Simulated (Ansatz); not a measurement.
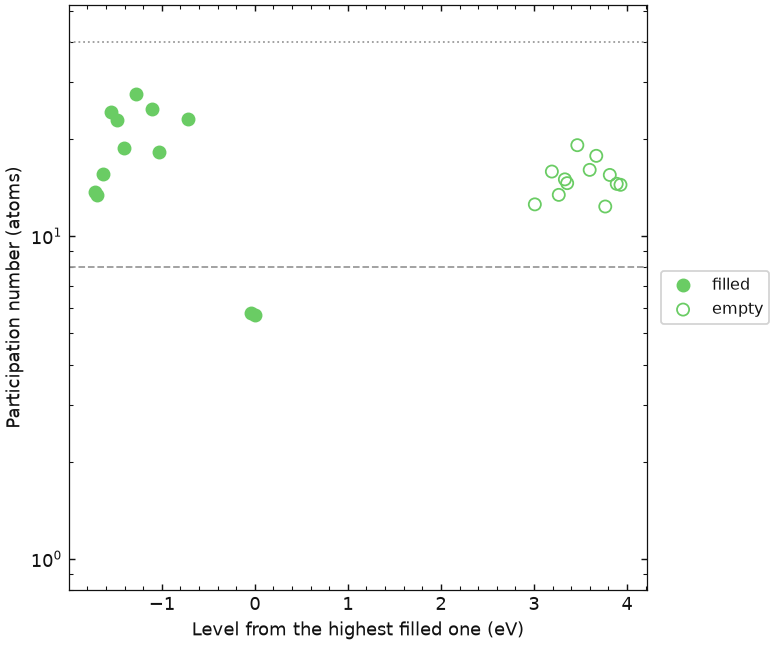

Levels near the gap of a 40-atom cell against the number of atoms over which each spreads (dotted: all atoms; dashed: a fifth of them). Host CsPbBr₃ with B on a site of Cs and B on a site of Cs.

The material is B2Cs6Pb8Br24 (defect cell), 40 atoms in the cell.

Level of theory: DFT, HSE06, PAW, plane waves, one k point, (0.25, 0.25, 0.25), 420 eV cutoff; code Ansatz 0.2.0.

Which of these levels are localised (under the dashed line)?

Answer. 2 of the 24 levels shown spread over less than a fifth of the cell: −0.04 eV (filled, over about 6 atoms, mostly B) and 0.00 eV (filled, over about 6 atoms, mostly B).

How far apart are the highest filled and the lowest empty level?

Answer. The lowest empty level lies 3.01 eV above the highest filled one.

One k point in a finite cell, so levels carry errors of tenths of an eV.
